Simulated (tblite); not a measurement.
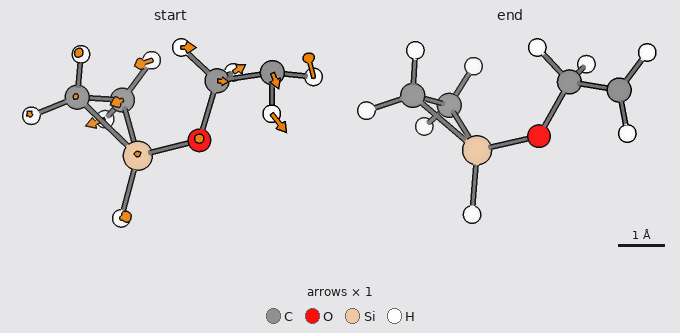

The structure of C$_{4}$H$_{9}$OSi (multiplicity 2) before (left) and after (right) a relaxation, at one scale. The orange arrows give the displacements, at their true length.

A ball-and-stick model, seen at a tilt.

These are results of GFN2-xTB geometry optimisation, gas phase in tblite 0.8.0, not measurements. 

Q: Summarise the run.

A: The largest move after the best rigid fit is that of an H atom, 1.11 Å. By element the largest moves are H 1.11 Å, C 0.42 Å, O 0.30 Å, Si 0.16 Å. Some distances before and after: O–Si 1.717 → 1.621 Å, C–C 1.537 → 1.468 Å, C–H 1.125 → 1.071 Å, C–Si 1.846 → 1.881 Å. Bond angles that change, for instance: O–Si–H 120.5° → 101.4°, C–O–Si 112.8° → 131.0°, C–C–H 103.7° → 119.8°. The energy falls by 108.5 kJ/mol in 93 geometry steps. The run took 0.52 s on 1 thread of Arm Neoverse V1, with other jobs on the host.
